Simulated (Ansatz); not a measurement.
# Static equation of state of glassy nearly rigid 58SiO2-7Al2O3-4FeO-16MgO-13CaO-2Na2O (mol %), from a frame at 1700 K, (126 atoms)

Density of this cell: 2.46 g/cm³. The cell holds 126 atoms: 26 Si, 6 Al, 2 Fe, 7 Mg, 6 Ca, 2 Na and 77 O. Its edges and angles: a = 12.219 Å, b = 12.215 Å, c = 12.192 Å, α = 89.2°, β = 88.5°, γ = 86.2°. The starting structure: 126 atoms (26 Si, 6 Al, 2 Fe, 7 Mg, 6 Ca, 2 Na, 77 O) placed at random at 2.58 g/cm³, melted at 3000 K for 20 ps at fixed volume with the Buckingham and Coulomb pair potential of Guillot and Sator (Geochim. Cosmochim. Acta 71, 1249 (2007)) with the boron terms of Wang et al. (J. Non-Cryst. Solids 498, 294 (2018)). Snapshot at the end of a hold of 10 ps at 1700 K and fixed volume.

Calculated with Ansatz 0.2.0: Kohn-Sham DFT, RPBE, PAW (set soft_2), plane waves; cutoff 420 eV, Γ point, gaussian smearing of 0.05 eV, spin polarised, started with 2 parallel moments, ending at -8.0 μB in the cell. Cell and atoms were relaxed first, to V0 = 14.404 Å³ an atom at a residual P0 = 0.010 GPa. The cell was then scaled evenly, and the atoms were relaxed at each volume.

```
volume (Å³/atom)  pressure (GPa)
          13.540           3.239
          13.972               ?
          14.836          -1.388
          15.268          -2.696
```

Task: Fit the third-order Birch–Murnaghan equation to the rows given and interpolate to the withheld row.

**Working.**

Take the Eulerian strain f = ½[(V0/V)^(2/3) − 1] and the normalised pressure F = (P − P0) / [3f(1 + 2f)^(5/2)]. The third-order Birch–Murnaghan equation is then the line F = B0 + (3/2)B0(B′ − 4) f, so u = f and v = F.

```
      u = f  v = F (GPa)
  0.0210563      46.1150
-0.00975661      50.1608
 -0.0190506      52.1795
```

With n = 3: mean u = -0.00258364, mean v = 49.4851, Σ(u − ū)² = 8.815e-4, Σ(u − ū)(v − v̄) = -0.12888. Slope b = -0.12888 / 8.815e-4 = -146.22; intercept a = v̄ − b ū = 49.107.

So B0 = a = 49.1 GPa and B′ = 4 + 2b/(3a) = 2.01. At the withheld volume f = 0.01026, F = a + b f = 47.61 GPa, and P = P0 + 3f(1 + 2f)^(5/2) F.

Prediction at 13.972: 1.551 GPa. The run gave 1.575 GPa, so the fit is low by 0.024 GPa (1.5 % of the value).

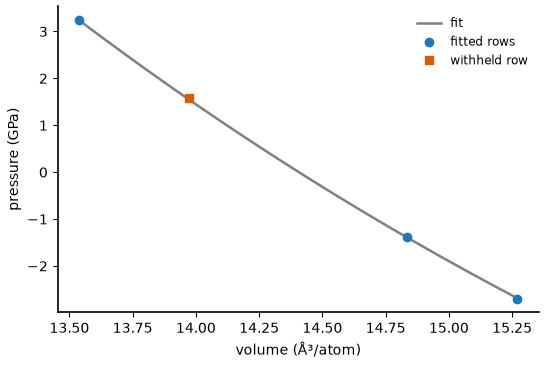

The fit, the rows that it rests on and the withheld row.

Among the rows given, the largest miss of the fit is at 15.268, by 0.015 GPa (0.25 % of the range of the table).

Limits: Static cells at zero temperature; the cell shape is held. The program notes that the SCF threshold of these relaxations is loose for the stress. The network of bonds at the start is that of the classical potential that made the cell, and needn't be the one that DFT or experiment would give. Without a Hubbard term or exact exchange, open shells on Fe are likely too delocalised. Only the Γ point is sampled, in a cell whose shortest periodic width is 12 Å.

[Logs are printed without paths, hosts, clocks, repeated set-up lines and the standing remarks that a program may print on its own settings, such as how far it seeks lower states.]

[Hosts, paths, dates, database ids (printed as entryN), source tags and the programs' standing remarks are cut or masked in the printed files.]
